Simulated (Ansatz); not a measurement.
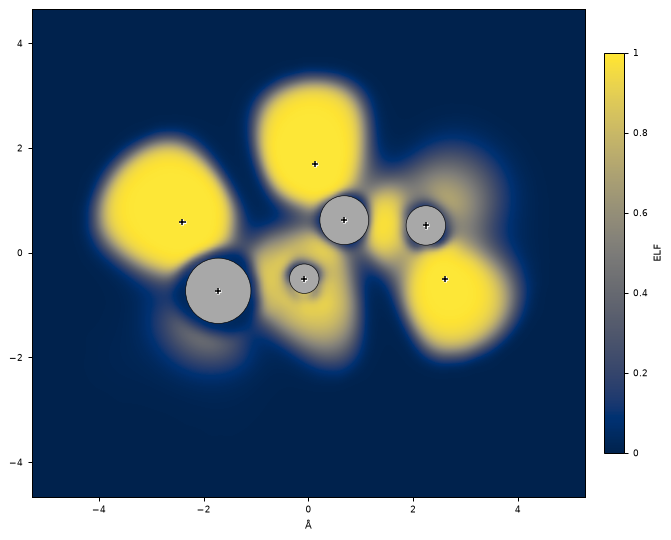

The electron localisation function on a plane through atoms (crosses mark nuclei in the plane; grey discs cover the cores).

Method: RKS PBE0-D4/def2-TZVPP (Ansatz).

Candidates:
A. C2H9BOSi (SMILES CBO[SiH2]C)
B. BFH6O2Si2 (SMILES FB(O[SiH3])O[SiH3])
C. CH8OSi2 (SMILES OC([SiH3])[SiH3])

> Which system is this?

Candidate A: C2H9BOSi on the plane of atoms B2, C1 and H6, which holds C, B, O, Si and H. B–O (1.35 Å): the ELF peaks at about 0.90 between the atoms; a polar covalent bond. C–B (1.56 Å): the ELF peaks at about 1 between the atoms; a shared electron pair.
